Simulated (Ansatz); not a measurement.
## WH₆ClOF: nudged elastic band

The run: nudged elastic band of WH₆ClOF. Method and program: RKS PBE0-D4/def2-SVP (Ansatz 0.2.0).

It belongs to a series of runs on one base structure; here: band between the two ends.

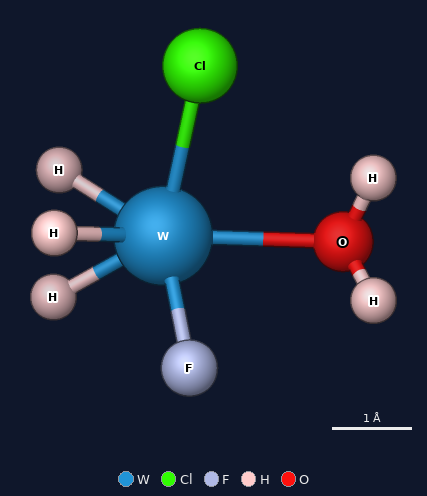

The input geometry (ball-and-stick view, seen on its broad side). Sticks mark near contacts. Bond lengths as drawn: Cl–W 2.33 Å, F–W 1.90 Å, H–O 0.97 Å, H–W 1.66 to 1.68 Å and O–W 2.30 Å.

## Input
```yaml
crystal:
  periodic: [false, false, false]
  atoms:
    - { symbol: W, position_ang: [0.235968, 0.145483, 0.238747] }
    - { symbol: Cl, position_ang: [-0.610327, -0.090704, 2.393064] }
    - { symbol: F, position_ang: [1.910517, -0.315587, -0.524916] }
    - { symbol: H, position_ang: [-0.5182, 1.351179, -0.658912] }
    - { symbol: H, position_ang: [-1.370357, -0.196885, -0.051754] }
    - { symbol: H, position_ang: [-0.218639, -1.422711, -0.084738] }
    - { symbol: H, position_ang: [-0.282139, -0.371767, -1.25112] }
    - { symbol: O, position_ang: [1.633316, 1.597865, 1.346309] }
    - { symbol: H, position_ang: [2.573716, 1.446488, 1.17625] }
    - { symbol: H, position_ang: [1.489944, 1.553039, 2.304069] }
basis:
  gaussian: { orbitals: def2-SVP }
hamiltonian:
  xc: pbe0
  dispersion: d4
neb:
  order_check: false
  images: 6
  f_tol: 0.05
  max_iterations: 57
  climbing: false
  final_atoms:
    - { symbol: W, position_ang: [0.69893715, -0.12433673, -0.31789316] }
    - { symbol: Cl, position_ang: [-0.50218842, 2.34333201, 3.02431021] }
    - { symbol: F, position_ang: [1.69218082, 0.29788768, -1.85201829] }
    - { symbol: H, position_ang: [-0.55037167, 0.69656957, 0.40280963] }
    - { symbol: H, position_ang: [-0.79618127, -0.87750314, -0.24188901] }
    - { symbol: H, position_ang: [0.66171509, -1.80217828, -0.10821106] }
    - { symbol: H, position_ang: [-0.49654131, 0.56756557, -1.23491116] }
    - { symbol: O, position_ang: [1.40238861, 0.60265624, 1.30827636] }
    - { symbol: H, position_ang: [2.32024913, 0.34228875, 1.49762619] }
    - { symbol: H, position_ang: [0.41361085, 1.65011833, 2.40889929] }
  initial_path:
    images:
      - { positions_ang: [[0.235968, 0.145483, 0.238747], [-0.610327, -0.090704, 2.393064], [1.910517, -0.315587, -0.524916], [-0.5182, 1.351179, -0.658912], [-1.370357, -0.196885, -0.051754], [-0.218639, -1.422711, -0.084738], [-0.282139, -0.371767, -1.25112], [1.633316, 1.597865, 1.346309], [2.573716, 1.446488, 1.17625], [1.489944, 1.553039, 2.304069]] }
      - { positions_ang: [[0.17151783, 0.09341261, 0.17607182], [-0.44371917, -0.02334875, 2.4959278], [1.8961206, -0.23027799, -0.36250966], [-0.37198481, 1.44494157, -0.49778751], [-1.46721594, -0.15638439, -0.03783668], [-0.14839026, -1.51704349, -0.02231457], [-0.19181635, -0.30865863, -1.37841816], [1.58310563, 1.5858623, 1.14487659], [2.46272192, 1.36088056, 1.1858708], [1.35345954, 1.44701622, 2.18311858]] }
      - { positions_ang: [[0.10706765, 0.04134222, 0.11339663], [-0.27711134, 0.04400649, 2.59879161], [1.8817242, -0.14496898, -0.20010333], [-0.22576961, 1.53870414, -0.33666303], [-1.56407488, -0.11588378, -0.02391936], [-0.07814151, -1.61137599, 0.04010886], [-0.10149369, -0.24555026, -1.50571633], [1.53289527, 1.5738596, 0.94344418], [2.35172784, 1.27527313, 1.1954916], [1.21697508, 1.34099343, 2.06216816]] }
      - { positions_ang: [[0.04261748, -0.01072817, 0.05072145], [-0.11050352, 0.11136174, 2.70165541], [1.8673278, -0.05965997, -0.03769699], [-0.07955442, 1.63246671, -0.17553854], [-1.66093382, -0.07538317, -0.01000204], [-0.00789277, -1.70570848, 0.1025323], [-0.01117104, -0.18244189, -1.63301449], [1.4826849, 1.5618569, 0.74201177], [2.24073377, 1.18966569, 1.2051124], [1.08049062, 1.23497065, 1.94121774]] }
      - { positions_ang: [[0.10875593, -0.04927385, -0.02879858], [-0.09505515, 0.45908117, 2.79183344], [1.83613692, 0.02797927, -0.22728303], [-0.08415037, 1.53895108, -0.02386402], [-1.57890871, -0.17261433, -0.03716419], [0.1178721, -1.75991809, 0.099179], [-0.04179994, -0.04825153, -1.63069894], [1.44969527, 1.41968422, 0.73657854], [2.20452421, 1.03192294, 1.25102328], [0.92672874, 1.24883912, 1.9561935]] }
      - { positions_ang: [[0.305483, -0.07429481, -0.12516344], [-0.23076624, 1.08716478, 2.8693257], [1.78815155, 0.11794874, -0.76886145], [-0.23955747, 1.25815724, 0.11836053], [-1.31799956, -0.40757727, -0.10540579], [0.2991531, -1.77400482, 0.03004898], [-0.1933804, 0.15702084, -1.49876968], [1.43392639, 1.14734156, 0.92714448], [2.24309919, 0.80204488, 1.33322425], [0.75568944, 1.38259886, 2.10709543]] }
      - { positions_ang: [[0.50221008, -0.09931577, -0.2215283], [-0.36647733, 1.71524839, 2.94681795], [1.74016619, 0.20791821, -1.31043987], [-0.39496457, 0.9773634, 0.26058508], [-1.05709041, -0.6425402, -0.1736474], [0.4804341, -1.78809155, -0.03908104], [-0.34496086, 0.36229321, -1.36684042], [1.4181575, 0.8749989, 1.11771042], [2.28167416, 0.57216681, 1.41542522], [0.58465014, 1.5163586, 2.25799736]] }
      - { positions_ang: [[0.69893715, -0.12433673, -0.31789316], [-0.50218842, 2.34333201, 3.02431021], [1.69218082, 0.29788768, -1.85201829], [-0.55037167, 0.69656957, 0.40280963], [-0.79618127, -0.87750314, -0.24188901], [0.66171509, -1.80217828, -0.10821106], [-0.49654131, 0.56756557, -1.23491116], [1.40238861, 0.60265624, 1.30827636], [2.32024913, 0.34228875, 1.49762619], [0.41361085, 1.65011833, 2.40889929]] }
```

Launched with:
```bash
ansatz run input.yaml --threads 2 --pin off --max-ram 3072MiB --backend cpu --events-out ev --progress --plain --runs-dir out
```

## The program's output
```
Engine: ansatz 0.2.0, aarch64-unknown-linux-gnu
Functional definition: PBE0
  parameter a = 0.25
  parameter kappa = 0.804
  parameter beta = 0.06672455060314922
  exchange = (1 - a)*pbe_x(kappa = kappa, mu = beta*pi^2/3) + a*exact_x
  correlation = pbe_c(beta = beta)
1137 factors; integrals over basis functions are off by at most 4.7e-4 eV
mean field evaluation 1: about -19189.6629 eV, gradient 5.0e1 eV
mean field evaluation 2: about -19182.1719 eV, gradient 8.3e1 eV
mean field evaluation 4: about -19194.1496 eV, gradient 4.7e0 eV
mean field evaluation 8: about -19194.2583 eV, gradient 7.4e-1 eV
mean field evaluation 16: about -19194.2594 eV, gradient 1.2e-4 eV
mean field -19194.25944700 eV, -705.3760243409 hartree, gradient 5.9e-5 eV, S^2 0.000000; 0 other end points of the search recorded, 0 dependent functions left out
the calculation of the forces begins
reference -19194.25949450 eV, -705.3760260866 hartree; 27, 27 occupied and 81, 81 virtual orbitals, 1137 factors
1136 factors; integrals over basis functions are off by at most 1.0e-3 eV
mean field evaluation 32: about -19193.3600 eV, gradient 3.3e-3 eV
mean field -19193.35996009 eV, -705.3429688067 hartree, gradient 8.6e-5 eV, S^2 0.000000; 0 other end points of the search recorded, 0 dependent functions left out
[... from here on the field's lines of each further geometry are left out, up to the last ...]
NEB iter   1: max|band force component| = 1.279e1 eV/Å  barrier→ = 9.4038 eV  barrier← = 8.4806 eV  Δτ_max = 0.2000 Å  (263 SCF iters)
NEB iter   2: max|band force component| = 5.924e0 eV/Å  barrier→ = 5.0790 eV  barrier← = 4.1558 eV  Δτ_max = 0.2000 Å  (255 SCF iters)
NEB iter   3: max|band force component| = 4.245e0 eV/Å  barrier→ = 2.9938 eV  barrier← = 2.0706 eV  Δτ_max = 0.2000 Å  (239 SCF iters)
NEB iter   4: max|band force component| = 2.909e0 eV/Å  barrier→ = 2.0033 eV  barrier← = 1.0801 eV  Δτ_max = 0.2000 Å  (235 SCF iters)
NEB iter   5: max|band force component| = 2.236e0 eV/Å  barrier→ = 1.4889 eV  barrier← = 0.5657 eV  Δτ_max = 0.2000 Å  (223 SCF iters)
NEB iter   6: max|band force component| = 1.727e0 eV/Å  barrier→ = 1.4901 eV  barrier← = 0.5669 eV  Δτ_max = 0.2000 Å  (226 SCF iters)
NEB iter   7: max|band force component| = 3.000e0 eV/Å  barrier→ = 1.8266 eV  barrier← = 0.9033 eV  Δτ_max = 0.0995 Å  (221 SCF iters)
NEB iter   8: max|band force component| = 1.496e0 eV/Å  barrier→ = 1.5430 eV  barrier← = 0.6198 eV  Δτ_max = 0.1978 Å  (206 SCF iters)
NEB iter   9: max|band force component| = 8.585e-1 eV/Å  barrier→ = 1.3000 eV  barrier← = 0.3768 eV  Δτ_max = 0.1325 Å  (211 SCF iters)
NEB iter  10: max|band force component| = 1.007e0 eV/Å  barrier→ = 1.1824 eV  barrier← = 0.2591 eV  Δτ_max = 0.0674 Å  (214 SCF iters)
NEB iter  11: max|band force component| = 6.050e-1 eV/Å  barrier→ = 1.0965 eV  barrier← = 0.1733 eV  Δτ_max = 0.0672 Å  (206 SCF iters)
NEB iter  12: max|band force component| = 2.088e-1 eV/Å  barrier→ = 1.0410 eV  barrier← = 0.1178 eV  Δτ_max = 0.1126 Å  (212 SCF iters)
NEB iter  13: max|band force component| = 2.128e-1 eV/Å  barrier→ = 1.0034 eV  barrier← = 0.0802 eV  Δτ_max = 0.0568 Å  (207 SCF iters)
NEB iter  14: max|band force component| = 2.791e-1 eV/Å  barrier→ = 1.0278 eV  barrier← = 0.1046 eV  Δτ_max = 0.0283 Å  (212 SCF iters)
NEB iter  15: max|band force component| = 2.418e-1 eV/Å  barrier→ = 1.0262 eV  barrier← = 0.1030 eV  Δτ_max = 0.0282 Å  (197 SCF iters)
NEB iter  16: max|band force component| = 2.238e-1 eV/Å  barrier→ = 1.0165 eV  barrier← = 0.0933 eV  Δτ_max = 0.0282 Å  (190 SCF iters)
NEB iter  17: max|band force component| = 1.909e-1 eV/Å  barrier→ = 1.0109 eV  barrier← = 0.0876 eV  Δτ_max = 0.0282 Å  (183 SCF iters)
NEB iter  18: max|band force component| = 1.690e-1 eV/Å  barrier→ = 1.0043 eV  barrier← = 0.0810 eV  Δτ_max = 0.0563 Å  (174 SCF iters)
NEB iter  19: max|band force component| = 1.500e-1 eV/Å  barrier→ = 0.9992 eV  barrier← = 0.0760 eV  Δτ_max = 0.0281 Å  (193 SCF iters)
NEB iter  20: max|band force component| = 1.159e-1 eV/Å  barrier→ = 0.9977 eV  barrier← = 0.0745 eV  Δτ_max = 0.0282 Å  (188 SCF iters)
NEB iter  21: max|band force component| = 1.042e-1 eV/Å  barrier→ = 0.9951 eV  barrier← = 0.0719 eV  Δτ_max = 0.0563 Å  (190 SCF iters)
NEB iter  22: max|band force component| = 1.000e-1 eV/Å  barrier→ = 0.9911 eV  barrier← = 0.0678 eV  Δτ_max = 0.0563 Å  (184 SCF iters)
NEB iter  23: max|band force component| = 6.965e-2 eV/Å  barrier→ = 0.9882 eV  barrier← = 0.0649 eV  Δτ_max = 0.0564 Å  (177 SCF iters)
NEB iter  24: max|band force component| = 2.277e-1 eV/Å  barrier→ = 0.9885 eV  barrier← = 0.0652 eV  Δτ_max = 0.0281 Å  (182 SCF iters)
NEB iter  25: max|band force component| = 7.803e-2 eV/Å  barrier→ = 0.9866 eV  barrier← = 0.0634 eV  Δτ_max = 0.0067 Å  (173 SCF iters)
NEB iter  26: max|band force component| = 5.042e-2 eV/Å  barrier→ = 0.9860 eV  barrier← = 0.0627 eV  Δτ_max = 0.0156 Å  (165 SCF iters)
the calculation of the forces begins
reference -19193.35236866 eV, -705.3426898268 hartree; 27, 27 occupied and 81, 81 virtual orbitals, 1137 factors
1139 factors; integrals over basis functions are off by at most 1.0e-3 eV
mean field -19193.27018612 eV, -705.3396696742 hartree, gradient 2.0e-5 eV, S^2 0.000000; 1 other end points of the search recorded, 0 dependent functions left out
the calculation of the forces begins
reference -19193.27023154 eV, -705.3396713434 hartree; 27, 27 occupied and 81, 81 virtual orbitals, 1139 factors
NEB iter  27: max|band force component| = 2.475e-2 eV/Å  barrier→ = 0.9857 eV  barrier← = 0.0625 eV  Δτ_max = 0.0000 Å  (372 SCF iters)
```

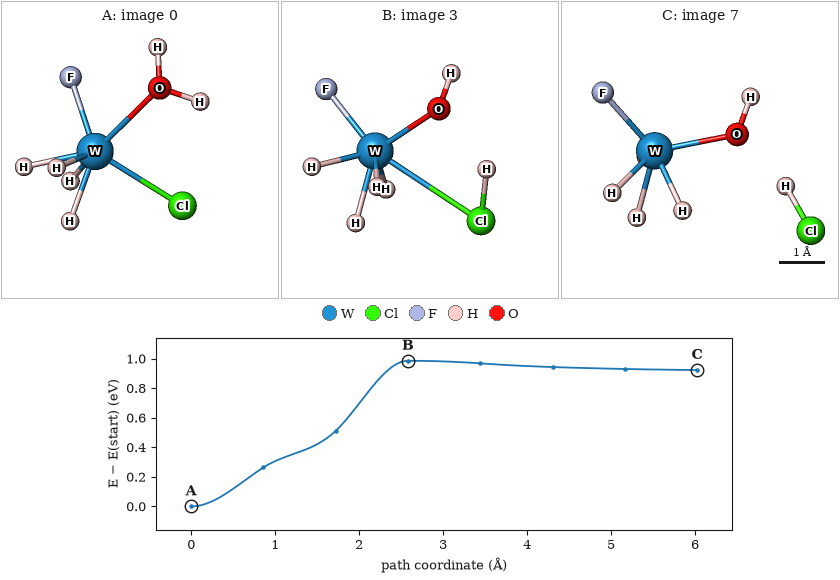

Images of the last band (counted from 0; ball-and-stick, seen at a tilt) above the energy along the path; the line is a cubic interpolation that uses the forces. The highest image is number 3, 0.986 eV above the start and 0.062 eV above the end; the end lies 0.923 eV above the start. The path is 6.02 Å long. The band converged in 27 iterations.

```
Total energy: -19193.46493350 eV, -705.3468265084 hartree
Atom 0 at     0.588623     0.027962    -0.019521 Å, force     0.006198     0.008796    -0.016518 eV/Å
Atom 1 at    -0.582400     0.485367     2.555016 Å, force    -0.019551    -0.019148     0.014645 eV/Å
Atom 2 at     1.866414    -0.590015    -1.247859 Å, force    -0.000319     0.000636    -0.000793 eV/Å
Atom 3 at    -0.430566     1.342191    -0.055476 Å, force    -0.002184    -0.006167    -0.008492 eV/Å
Atom 4 at    -1.055777    -0.283357    -0.124664 Å, force     0.003271     0.001347    -0.001765 eV/Å
Atom 5 at     0.033820    -1.434711     0.624331 Å, force     0.000265     0.001193     0.007819 eV/Å
Atom 6 at    -0.119608     0.463233    -1.453521 Å, force    -0.002404     0.002245     0.001452 eV/Å
Atom 7 at     1.590568     1.359756     1.030342 Å, force    -0.003640    -0.010520     0.011340 eV/Å
Atom 8 at     2.489610     1.051532     1.227414 Å, force     0.000917    -0.003962    -0.004080 eV/Å
Atom 9 at     0.463115     1.274441     2.350938 Å, force     0.017447     0.025580    -0.003608 eV/Å
Dipole moment:     0.356628     0.032629     0.435691 e Å
this run last wrote the band of iteration 27 to [file]
```

## The last band as extended XYZ (Å, eV, eV/Å)
```
10
Properties=species:S:1:pos:R:3:forces:R:3 image=0 energy=-19194.45058
W     0.2360    0.1455    0.2387    0.0037  -0.0007  -0.0049
Cl   -0.6103   -0.0907    2.3931   -0.0038  -0.0011   0.0027
F     1.9105   -0.3156   -0.5249   -0.0045   0.0007   0.0012
H    -0.5182    1.3512   -0.6589    0.0001  -0.0001   0.0000
H    -1.3704   -0.1969   -0.0518    0.0009  -0.0012   0.0010
H    -0.2186   -1.4227   -0.0847    0.0012   0.0008   0.0006
H    -0.2821   -0.3718   -1.2511    0.0008   0.0016   0.0011
O     1.6333    1.5979    1.3463    0.0015   0.0009  -0.0028
H     2.5737    1.4465    1.1763   -0.0025  -0.0001   0.0029
H     1.4899    1.5530    2.3041    0.0025  -0.0008  -0.0017
10
Properties=species:S:1:pos:R:3:forces:R:3 image=1 energy=-19194.18676
W     0.3589    0.0347    0.1851   -0.0552   0.0298   0.0304
Cl   -0.5881    0.1356    2.3422   -0.0154  -0.0844  -0.0101
F     1.9510   -0.4042   -0.7653    0.0153   0.0767   0.1163
H    -0.6572    1.2757   -0.2656   -0.0245   0.0123  -0.0893
H    -1.2388   -0.2482   -0.1194   -0.0489   0.0358   0.0346
H    -0.2599   -1.5279    0.1473   -0.0638  -0.0067  -0.1953
H    -0.1946   -0.0497   -1.3893   -0.0493  -0.2060   0.0199
O     1.6620    1.5551    1.2457    0.0503   0.0266   0.0418
H     2.5863    1.3120    1.3918    0.0627   0.0391  -0.0027
H     1.2240    1.6133    2.1146    0.1287   0.0768   0.0544
10
Properties=species:S:1:pos:R:3:forces:R:3 image=2 energy=-19193.93901
W     0.4581   -0.0203    0.0819   -0.1345  -0.0351   0.0619
Cl   -0.5481    0.3079    2.3688    0.0340  -0.1756  -0.1361
F     1.9130   -0.5639   -1.0073    0.0282   0.0335   0.1734
H    -0.5852    1.2614   -0.0572   -0.1163  -0.0517   0.0184
H    -1.1467   -0.3220   -0.1968   -0.0824  -0.0157  -0.0545
H    -0.1466   -1.5108    0.5405   -0.1640  -0.0601  -0.1001
H    -0.0921    0.4013   -1.4271    0.0187  -0.0171   0.0284
O     1.5597    1.4857    1.1773   -0.0124   0.0893   0.1525
H     2.4631    1.2123    1.4002   -0.0139   0.1130   0.1379
H     0.9686    1.4448    2.0068    0.4425   0.1195  -0.2819
10
Properties=species:S:1:pos:R:3:forces:R:3 image=3 energy=-19193.46489
W     0.5886    0.0280   -0.0195    0.0062   0.0088  -0.0165
Cl   -0.5824    0.4854    2.5550   -0.0196  -0.0191   0.0146
F     1.8664   -0.5900   -1.2479   -0.0003   0.0006  -0.0008
H    -0.4306    1.3422   -0.0555   -0.0022  -0.0062  -0.0085
H    -1.0558   -0.2834   -0.1247    0.0033   0.0013  -0.0018
H     0.0338   -1.4347    0.6243    0.0003   0.0012   0.0078
H    -0.1196    0.4632   -1.4535   -0.0024   0.0022   0.0015
O     1.5906    1.3598    1.0303   -0.0036  -0.0105   0.0113
H     2.4896    1.0515    1.2274    0.0009  -0.0040  -0.0041
H     0.4631    1.2744    2.3509    0.0174   0.0256  -0.0036
10
Properties=species:S:1:pos:R:3:forces:R:3 image=4 energy=-19193.48220
W     0.6903   -0.0022   -0.2169    0.0052   0.0002  -0.0150
Cl   -0.6646    0.7733    3.0844   -0.0062   0.0172   0.0282
F     1.8215   -0.5196   -1.6182   -0.0008   0.0039  -0.0179
H    -0.3373    1.2961   -0.0771    0.0042  -0.0042  -0.0036
H    -0.9494   -0.3257   -0.0974    0.0073  -0.0045   0.0006
H     0.2049   -1.4003    0.6013    0.0091   0.0012  -0.0010
H    -0.2249    0.4696   -1.5178   -0.0033   0.0001  -0.0026
O     1.5781    1.2119    0.9829    0.0010  -0.0090   0.0001
H     2.4191    0.8414    1.3034   -0.0045  -0.0097   0.0062
H     0.3060    1.3520    2.4424   -0.0121   0.0049   0.0049
10
Properties=species:S:1:pos:R:3:forces:R:3 image=5 energy=-19193.50720
W     0.7090   -0.0507   -0.3095    0.0004  -0.0024  -0.0014
Cl   -0.6281    1.3119    3.3339   -0.0017   0.0123   0.0066
F     1.8002   -0.2872   -1.8161    0.0004   0.0056  -0.0042
H    -0.3999    1.1339    0.0417   -0.0008  -0.0033   0.0030
H    -0.8954   -0.5036   -0.1428    0.0011  -0.0033  -0.0022
H     0.3716   -1.5604    0.3746    0.0042  -0.0036  -0.0055
H    -0.3153    0.5079   -1.4896   -0.0010   0.0006  -0.0001
O     1.5092    1.0227    1.0629   -0.0020  -0.0042   0.0021
H     2.3617    0.6610    1.3632   -0.0018  -0.0044   0.0024
H     0.3308    1.4608    2.4687    0.0012   0.0027  -0.0006
10
Properties=species:S:1:pos:R:3:forces:R:3 image=6 energy=-19193.52033
W     0.7038   -0.0969   -0.3318   -0.0002  -0.0008  -0.0004
Cl   -0.5788    1.8686    3.2646    0.0002   0.0074  -0.0010
F     1.7511   -0.0209   -1.8859   -0.0003   0.0043  -0.0009
H    -0.4660    0.9403    0.2257   -0.0011  -0.0030   0.0023
H    -0.8614   -0.6776   -0.1872    0.0008  -0.0023  -0.0011
H     0.4920   -1.7117    0.1252    0.0021  -0.0022  -0.0038
H    -0.4012    0.5611   -1.3797   -0.0009   0.0009   0.0017
O     1.4661    0.8018    1.1786   -0.0006  -0.0029   0.0021
H     2.3447    0.4640    1.4251   -0.0004  -0.0026   0.0012
H     0.3935    1.5676    2.4525    0.0004   0.0012  -0.0001
10
Properties=species:S:1:pos:R:3:forces:R:3 image=7 energy=-19193.52734
W     0.6989   -0.1243   -0.3179    0.0253  -0.0114   0.0033
Cl   -0.5022    2.3433    3.0243   -0.0023   0.0046   0.0007
F     1.6922    0.2979   -1.8520   -0.0051  -0.0027   0.0010
H    -0.5504    0.6966    0.4028    0.0008  -0.0017   0.0054
H    -0.7962   -0.8775   -0.2419   -0.0058  -0.0018  -0.0004
H     0.6617   -1.8022   -0.1082    0.0018  -0.0049  -0.0084
H    -0.4965    0.5676   -1.2349   -0.0064   0.0076  -0.0055
O     1.4024    0.6027    1.3083   -0.0054   0.0188   0.0065
H     2.3202    0.3423    1.4976   -0.0056  -0.0081  -0.0059
H     0.4136    1.6501    2.4089    0.0028  -0.0004   0.0034
```

## Results in brief

```json
{"quantity": "outcome", "value": "converged"}
{"quantity": "barrier, forward", "value": "0.986 eV"}
{"quantity": "barrier, backward", "value": "0.062 eV"}
{"quantity": "hardware", "value": "2 threads of Arm Neoverse N1, 54 GiB of memory available, shared host"}
{"quantity": "wall time", "value": "17 min (CPU time 32 min)"}
{"quantity": "peak memory", "value": "0.26 GiB"}
```

## Remarks

The order of the saddle point was not checked.
